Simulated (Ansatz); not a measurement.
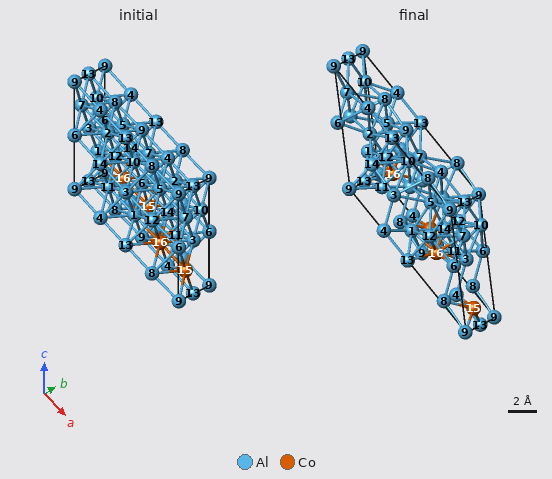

The structure of solid Al$_{7}$Co (a generated structure, set up in P1) (coarse preliminary run) before (left) and after (right) a relaxation, at one scale.

Style: ball-and-stick. Shown: the larger cell on standard axes (2 times the calculation's cell), slightly off an axis.

Case: elements placed on the fcc lattice at random.

The calculation used DFT r2SCAN, scalar-relativistic, plane waves, PAW (Ansatz).

Input file:
```yaml
crystal:
  lattice:
    - [-3.9832634, 3.9832634, -3.9832634]
    - [3.9832634, 3.9832634, 3.9832634]
    - [3.9832634, -3.9832634, -3.9832634]
  atoms:
    - { symbol: Al, position: [0.2542873592, 0.0027225935, 0.7584917404] }
    - { symbol: Al, position: [0.0028122446, 0.2488596642, 0.7494054054] }
    - { symbol: Al, position: [0.4993144842, 0.0045481039, 0.5013950654] }
    - { symbol: Al, position: [0.2519399769, 0.2519966794, 0.5047567623] }
    - { symbol: Al, position: [0.4996416123, 0.7473253103, 0.7476770591] }
    - { symbol: Al, position: [0.9991772591, 0.4921965988, 0.499755855] }
    - { symbol: Al, position: [0.7495348986, 0.0033118964, 0.2497587689] }
    - { symbol: Al, position: [0.7501385687, 0.7515611626, 0.4965052837] }
    - { symbol: Al, position: [0.0006526289, 0.9942739053, 0.0005747178] }
    - { symbol: Al, position: [0.2504654281, 0.5068798924, 0.2529478398] }
    - { symbol: Al, position: [0.0049573779, 0.7492579799, 0.2517991451] }
    - { symbol: Al, position: [0.7560412256, 0.2574033046, 0.004696572] }
    - { symbol: Al, position: [0.4986006229, 0.4991825167, 0.9915295105] }
    - { symbol: Al, position: [0.2469558812, 0.7457738645, 0.9994864478] }
    - { symbol: Co, position: [0.7437955383, 0.4970566486, 0.7399365477], spin: 3.0 }
    - { symbol: Co, position: [0.5006365182, 0.2459609508, 0.2480117796], spin: 3.0 }
  symmetry: { detect: false }
basis:
  ecutwfc: 500
kpoints:
  mp_grid: { grid: [2, 2, 2], shift: [0.5, 0.5, 0.5] }
hamiltonian:
  xc: r2scan
scf:
  occupations: { method: gaussian, width: 0.1 }
  lower_state_search: "off"
output:
  forces: true
  stress: true
  eigenvalues: true
  populations: true
magnetization:
  spin_polarized: true
relax:
  adjacent_minimum: "off"
  f_tol: 0.04
  max_steps: 50
  cell: { stress_tol: 0.3 }
```

Command:
```bash
ansatz run input.yaml --threads 4 --pin off --max-ram 9216MiB --backend cpu --events-out ev --progress --plain --runs-dir out
```

### Describe what moved and what it gained.

The run was cut off at its time limit before the relaxation converged, so the last structure is only a point on the way. Co15 moves most relative to the cell: 0.84 Å along [1 0 −1]. By element the largest moves are Co 0.84 Å, Al 0.64 Å. The volume changes by +1.7 %, with a 11.266 → 13.548 Å (+20.3 %), b 7.967 → 7.565 Å (−5.0 %), c 7.967 → 9.128 Å (+14.6 %), β 135.0° → 146.7°. Among the contacts that change: Co15–Co16 2.771 → 4.903 Å, Al6–Al14 2.815 → 3.999 Å, Al4–Al9 2.840 → 4.001 Å, Al3–Al12 2.835 → 3.994 Å. Bonds break, among them: Al1–Al11 (2.85 → 3.87 Å), Co15–Co16 (2.77 → 4.90 Å). The space group stays P1 (No. 1). After 10 accepted moves (11 points after the start) the energy has fallen by 115 meV per atom. Largest force component: 0.53 eV/Å at the start, 0.31 eV/Å at the end. The pressure goes from −5.72 to 0.40 GPa. The line search rejected the trial step at point 7 of the run. The program noted that the starting moments weren't kept. Cost: 12 min on 4 threads of Arm Neoverse V2, on a shared host, peak memory 1.2 GiB.

Limits of the set-up: the k-point mesh is coarse for a cell with partly filled bands.
